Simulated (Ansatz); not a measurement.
## Electronic structure of H4O3Si···HF in real space

```xyz
10

Si   -0.4562   -0.1148   -0.2636
F     2.7047    0.2421    0.5426
O    -0.6681   -1.6485    0.2314
O    -1.8078    0.4053   -1.0100
O    -0.1236    0.9728    0.9056
H     2.3241   -0.0660   -0.2455
H     0.7040   -0.2263   -1.1924
H    -1.4587   -1.8635    0.7293
H    -1.9865    1.3460   -0.9639
H     0.7679    0.9528    1.2667
```

The product side of a reaction path; geometry: PBE0-D4/def2-TZVP.

These are results of RKS PBE0-D4/def2-TZVPP (Ansatz), not measurements.

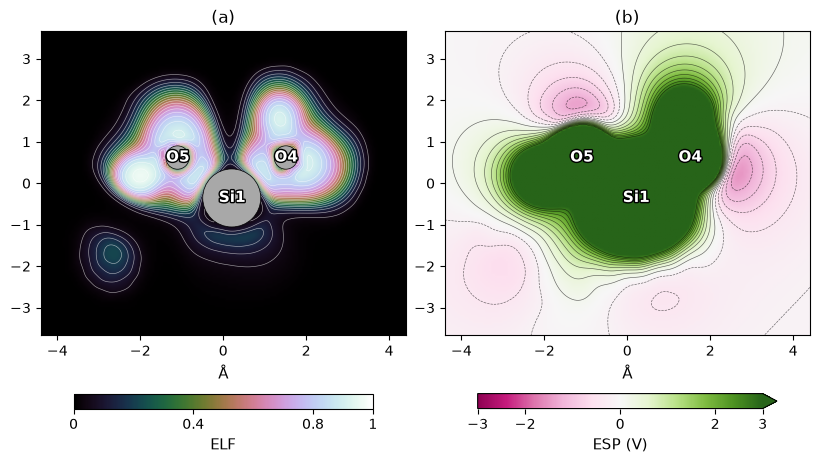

Figure 1. (a) ELF; (b) electrostatic potential on the plane of atoms O4, Si1 and O5. Grey discs cover the atomic cores in the ELF map.

> What do the fields say about this system?

The plane passes through Si and O nuclei. Si–O (1.63 Å): the ELF peaks at about 0.85 between the atoms: a shared but strongly polarised pair. The ELF also peaks beside O4 and O5, away from the bonds: lone-pair regions. Outside the dense part of the complex the potential is most negative (−1.5 V) near O4.

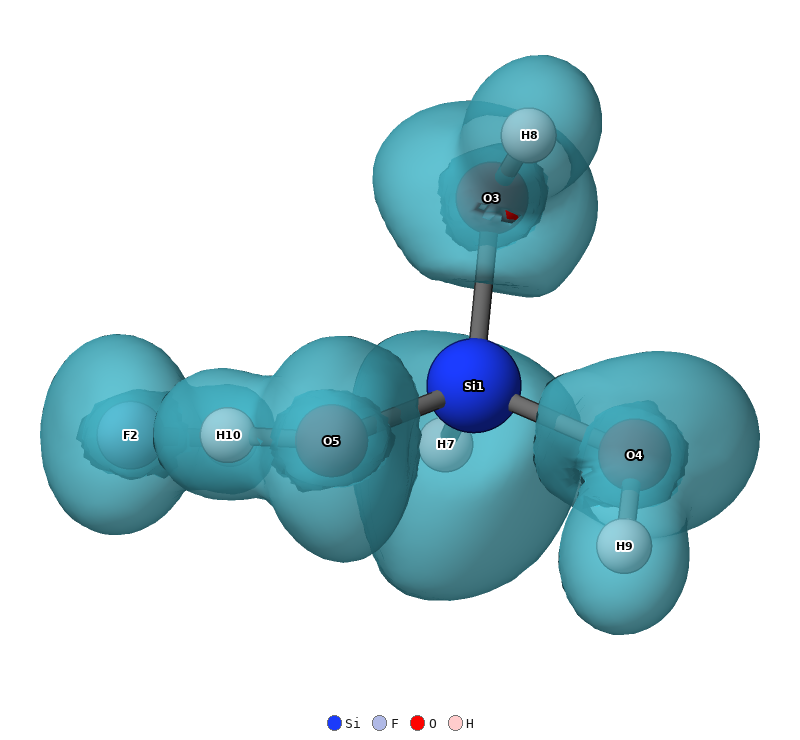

Figure 2. Isosurface of the electron localisation function at 0.75 (cyan), seen at a tilt. Core shells and regions of very low density are left out.

> What do the ELF domains correspond to?

The ELF exceeds this value in one region around a hydrogen nucleus, one joined region spread over several atoms (F, H), in which their bonds and any lone pairs are merged and three joined regions spread over several atoms (H, O), in which their bonds and any lone pairs are merged. Profiles from the grid: H6···H7 (1.88 Å): the ELF dips to about 0.10 between them.

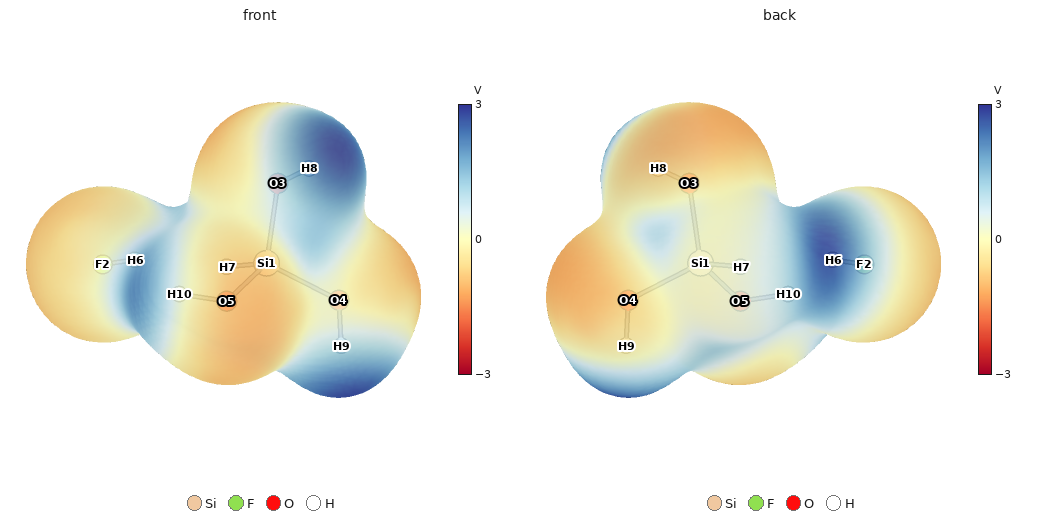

Figure 3. The molecular electrostatic potential painted on the density surface at 0.002 e/bohr³, seen from the front and from behind; the colour scale runs from red (negative) to blue (positive).

> Which sites attract a positive test charge, and which a negative one?

A positive charge is drawn to the negative regions and a negative charge to the positive ones. The most negative region (about −1.2 V) lies over O3 and O4, the most positive (about +2.8 V) over H6, H8 and H9.
